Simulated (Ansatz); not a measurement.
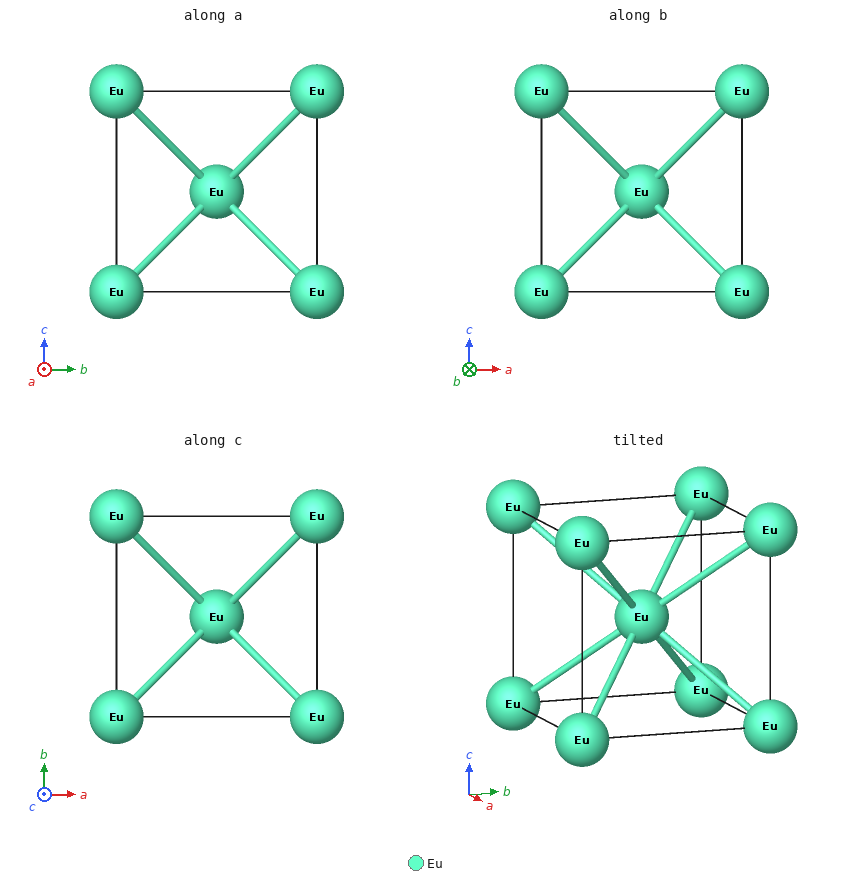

An orthographic ball-and-stick view of the structure, along the a axis, along the b axis, along the c axis and slightly off an axis. The conventional unit cell is outlined; an atom on or near a face, edge or corner is repeated at each equivalent position.

Lattice parameters: a = 4.610 Å, b = 4.610 Å, c = 4.610 Å, α = 90.00°, β = 90.00°, γ = 90.00°. Put a along x and b in the xy plane.

### Give the structure in the form of a POSCAR file.

```
Eu
1.0
     4.610    0.000    0.000
     0.000    4.610    0.000
     0.000    0.000    4.610
Eu
2
Direct
  0.0000 0.0000 0.0000
  0.5000 0.5000 0.5000
```

The model was built from the standard structure of this element. Earlier steps of the study, as a rule a relaxation of our own, may have changed the cell and positions, so they can lie some per cent off the listed ones. It was run through Ansatz as a DFT input.
